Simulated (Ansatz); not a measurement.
## ZrNH$_{4}$O$_{2}$F: geometry relaxation (part 1 of 2)

- system: ZrNH$_{4}$O$_{2}$F
- method: RHF/def2-SVP (Ansatz 0.2.0)

It belongs to a series of runs on one base structure; here: start relaxed. Figures and captions count atoms from 1; the log counts them from 0 in places.

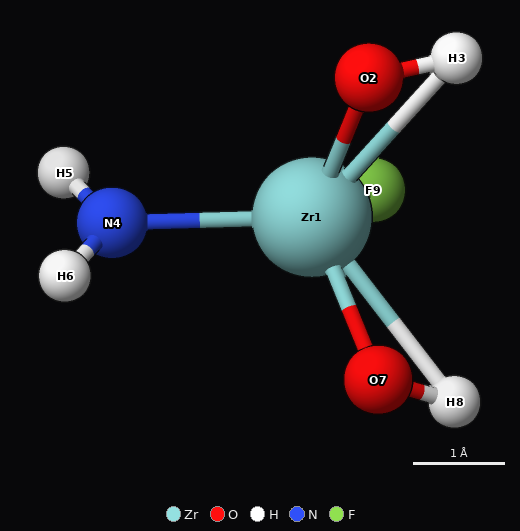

Figure 1. The structure as given in the input (ball-and-stick view, seen at a tilt; atoms are numbered from 1 in the order of the input). Sticks mark near contacts.

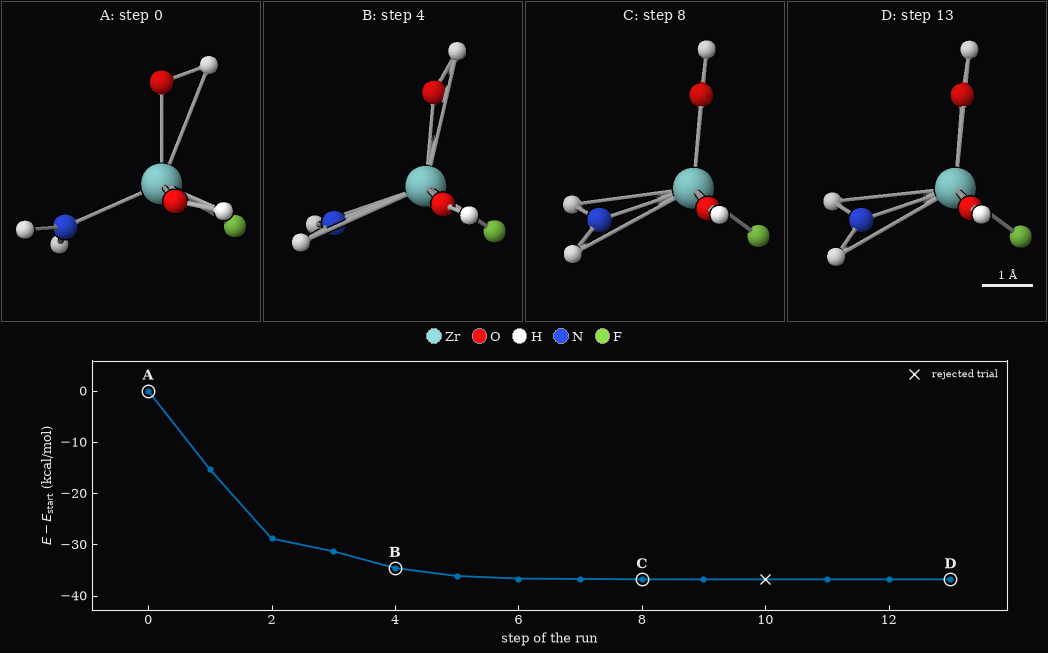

Figure 2. Frames of the relaxation (ball-and-stick view, seen at a tilt) above the curves, on which the letters mark them (the first geometry is step 0 here and step 1 in the log).

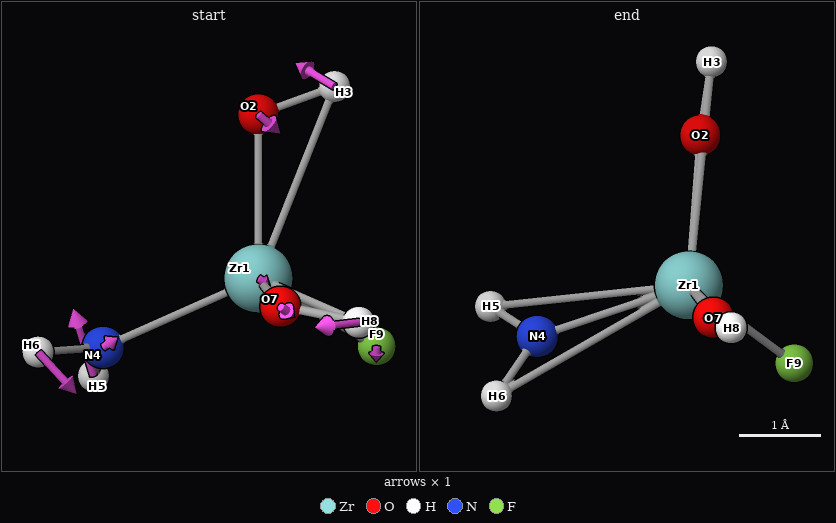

Figure 3. Before (left) and after (right) the relaxation, at one scale (ball-and-stick view, seen at a tilt). The pink arrows give the displacements, at true length. Over 13 geometry steps the energy falls by 36.8 kcal/mol. Largest force component: 3.1 eV/Å at the start, 0.017 eV/Å at the end. The line search rejected the trial step at point 10 (counted from 0) and went back. The largest move after the best rigid fit is that of H5, 0.97 Å. Largest moves by element: H 0.97 Å, O 0.43 Å, N 0.27 Å, F 0.22 Å, Zr 0.19 Å. Among the contacts that change: Zr1–H3 2.589 → 2.864 Å, Zr1–N4 2.210 → 2.049 Å, Zr1–O2 2.070 → 1.928 Å, Zr1–H5 2.890 → 2.763 Å. Among the angles that change: Zr1–O2–H3 109.5° → 174.4°, Zr1–O7–H8 109.5° → 173.8°, Zr1–H3–O2 48.9° → 3.8°. (Atoms are counted from 1 in the order of the input.)

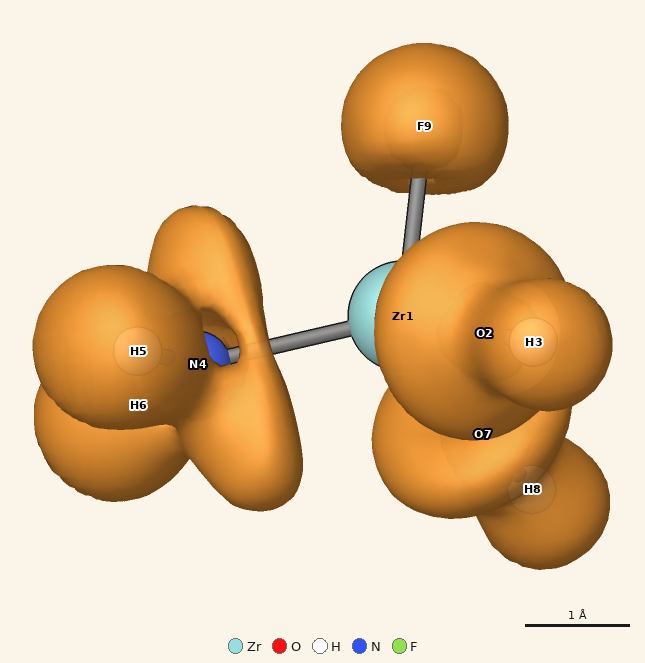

Figure 4. Isosurface of the ELF at 0.75 (orange), seen from the side. Only the valence region is drawn (cores and ρ < 0.01 e/Å³ removed). Profiles from the grid: Zr–O (1.93 Å): the ELF peaks at about 0.80 in the valence shell of O, 0.6 Å from its nucleus, and drops to about 0.15 between the two atoms. Zr–F (1.93 Å): the ELF peaks at about 0.85 in the valence shell of F, 0.5 Å from its nucleus, and drops to about 0.20 between the two atoms.

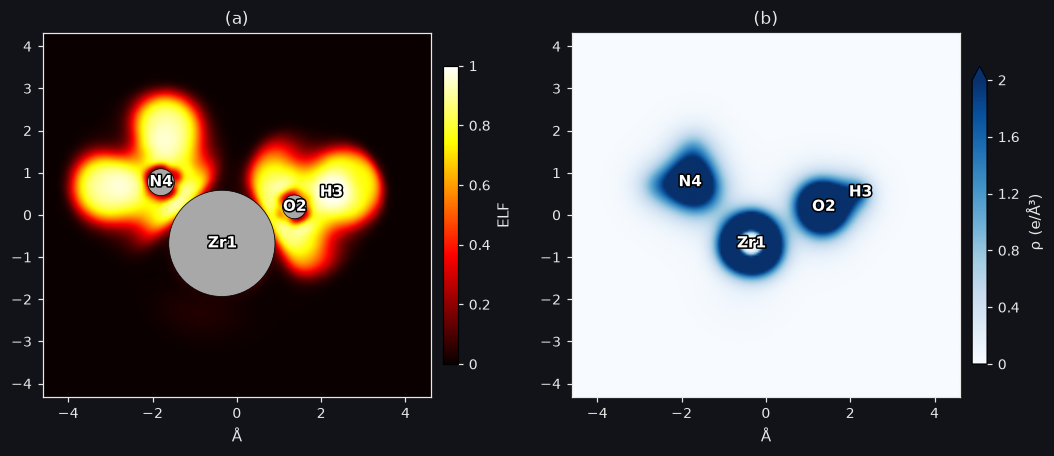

Figure 5. (a) electron localisation function; (b) total electron density on the plane of atoms O2, Zr1 and N4. Grey discs, where drawn, cover atomic cores. The section cuts through Zr, O, H and N sites.

The input and output of the run follow.

## Input
```yaml
crystal:
  periodic: [false, false, false]
  atoms:
    - { symbol: Zr, position_ang: [0.0, 0.0, 0.0] }
    - { symbol: O, position_ang: [0.0, 0.0, 2.07] }
    - { symbol: H, position_ang: [-0.9095, -0.2814, 2.4071] }
    - { symbol: "N", position_ang: [2.084, 0.0, -0.7359] }
    - { symbol: H, position_ang: [2.5823, -0.918, -0.9166] }
    - { symbol: H, position_ang: [2.5853, 0.918, -0.9082] }
    - { symbol: O, position_ang: [-0.975, 1.6891, -0.6893] }
    - { symbol: H, position_ang: [-1.9328, 1.4584, -0.9117] }
    - { symbol: F, position_ang: [-0.9326, -1.6157, -0.6593] }
basis:
  gaussian: { orbitals: def2-SVP }
hamiltonian:
  xc: hf
relax:
  f_tol: 0.02
  max_steps: 40
output:
  orbitals: {}
```

Launch command:
```bash
ansatz run input.yaml --threads 2 --pin off --max-ram 3072MiB --backend cpu --events-out ev --progress --plain --runs-dir out
```

## Log
```
The last accepted step is kept in [file] (removed where the run ends without a failure and the disk answers)
Engine: ansatz 0.2.0, aarch64-unknown-linux-gnu
Functional definition: HF
  exchange = exact_x
  correlation = 0
1148 factors; integrals over basis functions are off by at most 2.5e-4 eV
mean field evaluation 1: about -9580.7411 eV, gradient 6.8e1 eV
mean field evaluation 2: about -9580.8224 eV, gradient 6.8e1 eV
mean field evaluation 4: about -9590.0204 eV, gradient 3.5e0 eV
mean field evaluation 8: about -9590.0937 eV, gradient 4.3e-1 eV
mean field -9590.09430012 eV, -352.4294651301 hartree, gradient 5.1e-6 eV, S^2 0.000000; 0 other end points of the search recorded, 0 dependent functions left out
the calculation of the forces begins
reference -9590.09430012 eV, -352.4294651301 hartree; 24, 24 occupied and 83, 83 virtual orbitals, 1148 factors
relax step   1: F+E_penalty+E_count = -9590.09430012 eV  Δ(F+E_penalty+E_count) = +0.000e0 eV  max|allowed force component| = 3.129e0 eV/Å  Δτ_max = 0.0000 Å  (43 SCF iters, accepted)
these checks for a lower state are left out or cut short: starts, cluster_reference, orbital_swaps, neighbouring_geometries, increment
1148 factors; integrals over basis functions are off by at most 4.2e-4 eV
mean field evaluation 16: about -9589.2954 eV, gradient 4.0e1 eV
mean field -9590.75922547 eV, -352.4539006858 hartree, gradient 8.2e-6 eV, S^2 0.000000; 0 other end points of the search recorded, 0 dependent functions left out
[... from here on the field's lines of each further geometry are left out, up to the last ...]
relax step   2: F+E_penalty+E_count = -9590.75922547 eV  Δ(F+E_penalty+E_count) = -6.649e-1 eV  max|allowed force component| = 5.170e0 eV/Å  Δτ_max = 0.1934 Å  (41 SCF iters, accepted)
relax step   3: F+E_penalty+E_count = -9591.34578350 eV  Δ(F+E_penalty+E_count) = -5.866e-1 eV  max|allowed force component| = 1.248e0 eV/Å  Δτ_max = 0.1521 Å  (37 SCF iters, accepted)
relax step   4: F+E_penalty+E_count = -9591.45446954 eV  Δ(F+E_penalty+E_count) = -1.087e-1 eV  max|allowed force component| = 7.003e-1 eV/Å  Δτ_max = 0.1624 Å  (37 SCF iters, accepted)
relax step   5: F+E_penalty+E_count = -9591.59530725 eV  Δ(F+E_penalty+E_count) = -1.408e-1 eV  max|allowed force component| = 6.805e-1 eV/Å  Δτ_max = 0.1998 Å  (37 SCF iters, accepted)
relax step   6: F+E_penalty+E_count = -9591.66347581 eV  Δ(F+E_penalty+E_count) = -6.817e-2 eV  max|allowed force component| = 1.842e-1 eV/Å  Δτ_max = 0.1999 Å  (37 SCF iters, accepted)
relax step   7: F+E_penalty+E_count = -9591.68525022 eV  Δ(F+E_penalty+E_count) = -2.177e-2 eV  max|allowed force component| = 1.819e-1 eV/Å  Δτ_max = 0.1922 Å  (37 SCF iters, accepted)
relax step   8: F+E_penalty+E_count = -9591.68838388 eV  Δ(F+E_penalty+E_count) = -3.134e-3 eV  max|allowed force component| = 3.062e-1 eV/Å  Δτ_max = 0.0704 Å  (39 SCF iters, accepted)
relax step   9: F+E_penalty+E_count = -9591.69163088 eV  Δ(F+E_penalty+E_count) = -3.247e-3 eV  max|allowed force component| = 2.884e-2 eV/Å  Δτ_max = 0.0516 Å  (38 SCF iters, accepted)
relax step  10: F+E_penalty+E_count = -9591.69190896 eV  Δ(F+E_penalty+E_count) = -2.781e-4 eV  max|allowed force component| = 1.307e-2 eV/Å  Δτ_max = 0.0345 Å  (38 SCF iters, accepted)
relax step  11: F+E_penalty+E_count = -9591.69188780 eV  Δ(F+E_penalty+E_count) = +2.116e-5 eV  max|allowed force component| = 7.857e-2 eV/Å  Δτ_max = 0.0527 Å  (39 SCF iters, rejected (line search))
relax step  12: F+E_penalty+E_count = -9591.69203945 eV  Δ(F+E_penalty+E_count) = -1.305e-4 eV  max|allowed force component| = 2.032e-2 eV/Å  Δτ_max = 0.0257 Å  (40 SCF iters, accepted)
relax step  13: F+E_penalty+E_count = -9591.69205782 eV  Δ(F+E_penalty+E_count) = -1.837e-5 eV  max|allowed force component| = 3.549e-2 eV/Å  Δτ_max = 0.0357 Å  (38 SCF iters, accepted)
the calculation of the forces begins
reference -9591.69209718 eV, -352.4881830890 hartree; 24, 24 occupied and 83, 83 virtual orbitals, 1148 factors
relax step  14: F+E_penalty+E_count = -9591.69209718 eV  Δ(F+E_penalty+E_count) = -3.936e-5 eV  max|allowed force component| = 1.716e-2 eV/Å  Δτ_max = 0.0114 Å  (39 SCF iters, accepted)
1148 factors; integrals over basis functions are off by at most 5.2e-4 eV
mean field -9591.69209718 eV, -352.4881830890 hartree, gradient 1.1e-5 eV, S^2 0.000000; 1 other end points of the search recorded, 0 dependent functions left out
the calculation of the forces begins
reference -9591.69209718 eV, -352.4881830890 hartree; 24, 24 occupied and 83, 83 virtual orbitals, 1148 factors
Total energy: -9591.69209718 eV, -352.4881830890 hartree
Atom 0 at    -0.117779    -0.122958    -0.075179 Å, force     0.002527    -0.001825    -0.001280 eV/Å
Atom 1 at    -0.198916    -0.298973     1.842727 Å, force    -0.002153    -0.000849     0.000882 eV/Å
Atom 2 at    -0.325334    -0.354395     2.771803 Å, force     0.001568     0.000082    -0.002581 eV/Å
Atom 3 at     1.850316     0.046663    -0.618099 Å, force     0.017160     0.007789    -0.005497 eV/Å
Atom 4 at     2.636247    -0.341513    -0.124649 Å, force    -0.010849     0.003427    -0.005618 eV/Å
Atom 5 at     2.199331     0.534180    -1.425921 Å, force    -0.006403    -0.009486     0.012050 eV/Å
Atom 6 at    -1.064276     1.395098    -0.792714 Å, force    -0.003879    -0.000476     0.001151 eV/Å
Atom 7 at    -1.597631     2.115796    -1.072692 Å, force     0.002692    -0.000027    -0.000687 eV/Å
Atom 8 at    -0.880257    -1.723497    -0.849175 Å, force    -0.000662     0.001366     0.001581 eV/Å
Dipole moment:     0.144461     0.505054     0.276747 e Å
```
